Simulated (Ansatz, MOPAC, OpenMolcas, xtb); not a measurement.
# How methods differ on CH5Ge (SMILES [CH2][GeH3])

CH5Ge: 7 atoms, total charge 0, spin state doublet. As SMILES, `[CH2][GeH3]`. The shape is that of a PBE0-D4/def2-TZVP optimisation.

Quantity: the dipole moment, in D. The values are calculated.

| level | kind | program | value (D) | CPU time |
| --- | --- | --- | --- | --- |
| AM1 | semi-empirical | MOPAC | 0.16 | under 2 s |
| PM6 | semi-empirical | MOPAC | 0.42 | under 2 s |
| GFN0-xTB | semi-empirical | xtb | 1.26 | under 2 s |
| GFN1-xTB | semi-empirical | xtb | 1.14 | under 2 s |
| UHF/STO-3G | Hartree–Fock | Ansatz | 0.04 | 0.56 s |
| UHF/3-21G | Hartree–Fock | Ansatz | 0.57 | 0.79 s |
| UHF/def2-SVP | Hartree–Fock | OpenMolcas | 0.59 | 8.4 s |
| UPBE/6-31G | GGA | OpenMolcas | 0.57 | 28 s |
| UB3LYP/3-21G | global hybrid | Ansatz | 0.52 | 5 s |
| UB3LYP/6-31G* (spherical functions) | global hybrid | Ansatz | 0.60 | 8.8 s |

All-electron rows without a relativistic Hamiltonian named are non-relativistic. The values span 0.04 to 1.26 D. Magnitudes only: a small dipole may point the other way at some levels. Sets without polarisation functions give poor dipoles. CPU times are rough (shared hosts, several kinds of processor): they show what a rung costs within a factor of a few.

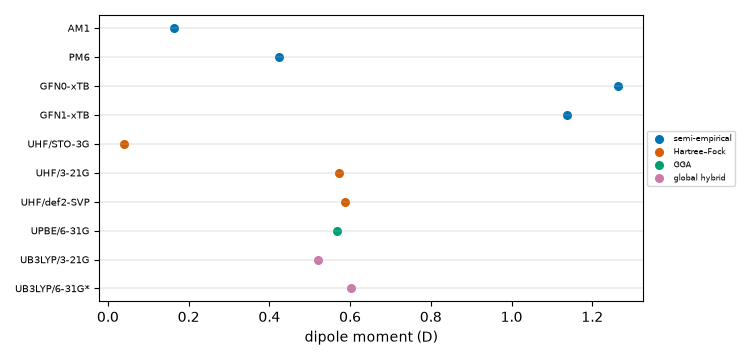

The values of the table, level by level.
